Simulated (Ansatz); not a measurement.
**CH₇B₂O (SMILES B[OH+]BC) (charge +1): density, localisation and related maps**

Input

```
crystal:
  periodic: [false, false, false]
  atoms:
    - {symbol: C, position_ang: [1.049217, -1.261678, 0.097680]}
    - {symbol: B, position_ang: [-2.057424, -0.526368, 0.706627]}
    - {symbol: B, position_ang: [0.458617, 0.136560, 0.085530]}
    - {symbol: O, position_ang: [-0.982578, 0.372979, 0.378566]}
    - {symbol: H, position_ang: [-3.106994, 0.013391, 0.882933]}
    - {symbol: H, position_ang: [-1.235716, 1.315023, 0.338424]}
    - {symbol: H, position_ang: [-1.770008, -1.679612, 0.760877]}
    - {symbol: H, position_ang: [0.997891, 1.181551, -0.138808]}
    - {symbol: H, position_ang: [0.394817, -2.110554, 0.325699]}
    - {symbol: H, position_ang: [1.532802, -1.423812, -0.885068]}
    - {symbol: H, position_ang: [1.900494, -1.253403, 0.805722]}
basis:
  gaussian:
    orbitals: def2-TZVPD
total_charge: 1
hamiltonian:
  xc: {name: PBE0}
output:
  forces: true
  orbitals: {seedname: orbitals}
```

Run with:

```sh
ansatz run input.yaml --threads 1 --pin off --max-ram 2610MiB --events-out events.jsonl --progress --plain --runs-dir runs
```

Geometry: PBE0-D3(BJ)/def2-SVP.

The calculation used Ansatz 0.2.0, isolated molecule in a Gaussian basis; Kohn-Sham density functional theory, functional PBE0.

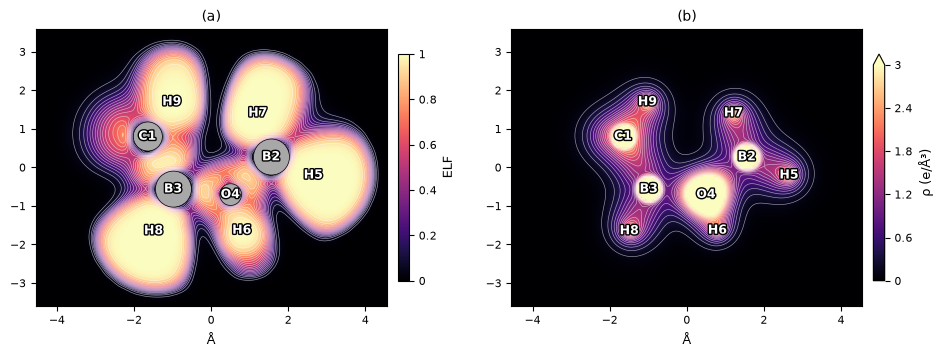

Figure 1. (a) electron localisation function; (b) total electron density on the plane of atoms H5, B2 and H7. Grey discs cover the atomic cores in the ELF map.

> What does the map show?

Atoms in the plane: C, B, O and H. B–O (1.44 Å): ρ at the midpoint is about 1.7 e/Å³; the ELF peaks at about 0.90 between the atoms (a polar covalent bond). C–B (1.52 Å): the density is about 1.6 e/Å³ at the midpoint; the ELF peaks at about 1 between the atoms (localised, covalent bonding). O–H (0.98 Å): the density is about 3.8 e/Å³ at the midpoint; the ELF climbs to about 1 towards the hydrogen, as it does in any bond to H (an ordinary covalent bond to hydrogen). B–O (1.49 Å): ρ at the midpoint is about 1.5 e/Å³; the ELF peaks at about 0.90 between the atoms, as expected for a shared but strongly polarised pair. C–H (1.10 Å): ρ is about 2 e/Å³ halfway; the ELF climbs to about 1 towards the hydrogen; an ordinary covalent bond to hydrogen.

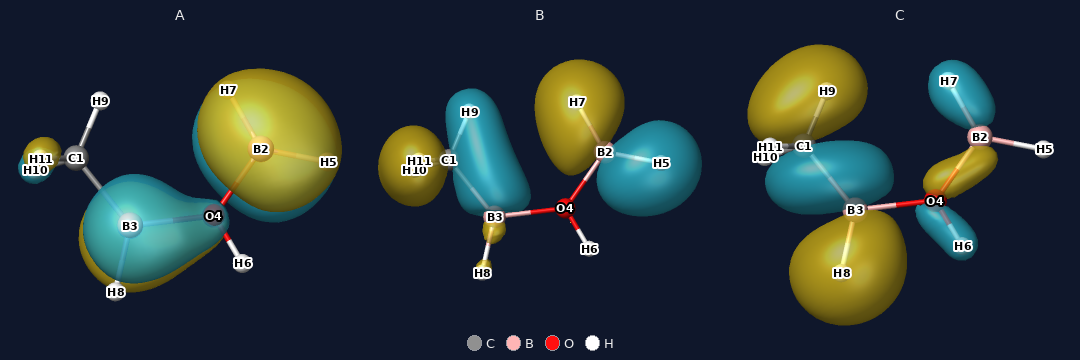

Figure 2. Three frontier orbitals at ±0.1 Å⁻³ᐟ² (yellow and cyan are the two phases), in no order.

> Which picture is the HOMO−1, the HOMO and the LUMO?

B is the HOMO−1 (−15.85 eV). It lies mainly on B2 (about 25 %), C1 (about 20 %), H7 (about 15 %), H5 (about 15 %) and B3 (about 5 %). C is the HOMO (−15.37 eV). By Hirshfeld shares it lies mainly on C1 (about 30 %), B3 (about 25 %), H8 (about 20 %) and H9 (about 10 %). A is the LUMO (−7.23 eV). Its weight (Hirshfeld) is mainly on B2 (about 55 %), B3 (about 20 %), O4 (about 10 %) and H5 (about 5 %).

> What is the HOMO–LUMO gap?

8.14 eV between the orbital energies.

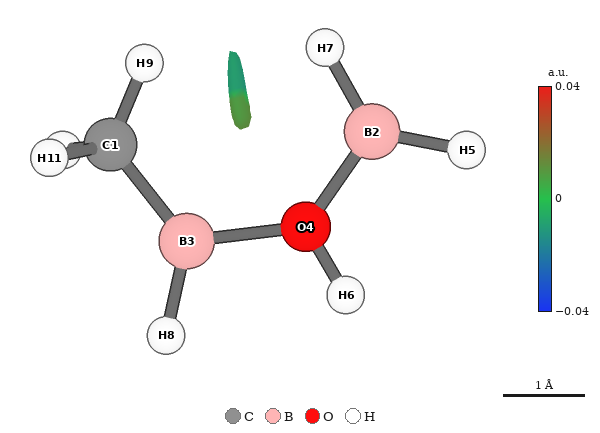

Figure 3. Non-covalent interaction (NCI) plot: the surface where the reduced density gradient is 0.5, for densities under 0.05 a.u., coloured by sign(λ₂)ρ; seen across its widest extent.

> Identify the weak interactions.

Between H9 and C1 on one side and B2 and H7 on the other: a weak contact, attractive (blue-green) on one side and crowded (olive to red) on the other.
